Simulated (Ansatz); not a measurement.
# A thicker film of KCaF3 (001), KF faces from two thinner ones

In a field along its normal an insulating film takes a dipole p. Written as a length, p/(ε₀AE), it should grow by 1 − 1/ε for each ångström added.

How it was computed: Ansatz 0.2.0, plane waves with PAW datasets (its set soft_2), PBEsol; perovskite films relaxed at a bulk in-plane lattice constant near the measured one, then held in weak fields of both signs with a dipole correction (A is the cell's area, E the outer field).

| run | distance between the outer atoms (Å) | p/(ε₀AE) (Å) |
| --- | --- | --- |
| 2 units | 8.813 | 5.777 |
| 3 units | 13.228 | 8.076 |
| 5 units | 22.060 | ? |

**Question.** What value belongs in the row marked “?”, and how far can the other rows tell?

Two rows fix a line: slope = (8.076 − 5.777) / (13.228 − 8.813) = 0.5207, intercept 1.1881. That slope means ε = 1/(1 − 0.5207) = 2.09. At 22.060 it gives 0.5207 × 22.060 + 1.1881 = 12.675 Å, beyond the rows fitted. Rounding of the rows alone allows about ±0.004 Å there; two rows can't show whether the line holds.

The run itself gives 12.680 Å: a miss of +0.005 Å, or 0.0 % of the value. The length is met to within 1 %, though ε is more sensitive than the length: the two thickest films give ε = 2.09.

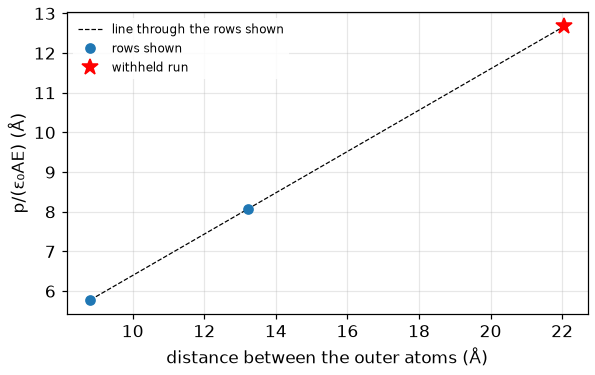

The fit and the withheld run.

**Limits.** This is the electronic response alone. A unit is one step of the cut along the normal (a plane, a pair of planes or a cell), and the layers relax along it, away from their bulk spacing where the functional's lattice constant differs from the one held.
